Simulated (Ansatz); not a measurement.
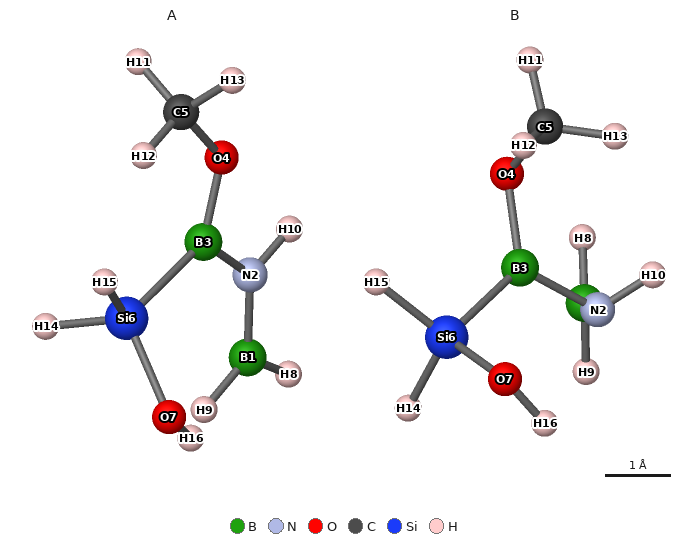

Two geometries of CH9B2NO2Si, drawn at one scale. One is the start of a relaxation, the other its converged end. Style: ball-and-stick. Shown from a free direction.

All numbers below come from Ansatz 0.2.0, RKS LDA/STO-3G. Settings: no spin polarisation; force threshold 0.015 eV/Å; at most 40 steps.

**Which one is relaxed?**

Structure A is the relaxed one. The run prepares an end point of a later path (torsion) calculation, from a guessed geometry. Over 31 accepted moves (32 points after the start) the energy falls by 4.522 eV. The largest force component goes from 4 to 0.0077 eV/Å. The line search rejected the trial step at point 22 of the run. The atom that moves furthest after the best rigid fit is H8 (2.26 Å). By element the largest moves are H 2.26 Å, O 1.22 Å, B 0.97 Å, N 0.78 Å, C 0.59 Å, Si 0.49 Å. Near-neighbour distances that change, for instance: B1–N2 1.580 → 1.397 Å, B3–O4 1.498 → 1.362 Å, N2–B3 1.550 → 1.468 Å, O4–C5 1.399 → 1.457 Å. Bond angles that change, for instance: B1–N2–B3 109.3° → 128.1°, B1–N2–H10 105.7° → 117.6°, B3–O4–C5 109.2° → 119.8°. Groups turn about B3–O4 by about 85°, O4–C5 by about 60°.

Limits of the set-up: STO-3G is a minimal basis, so the numbers are rough.
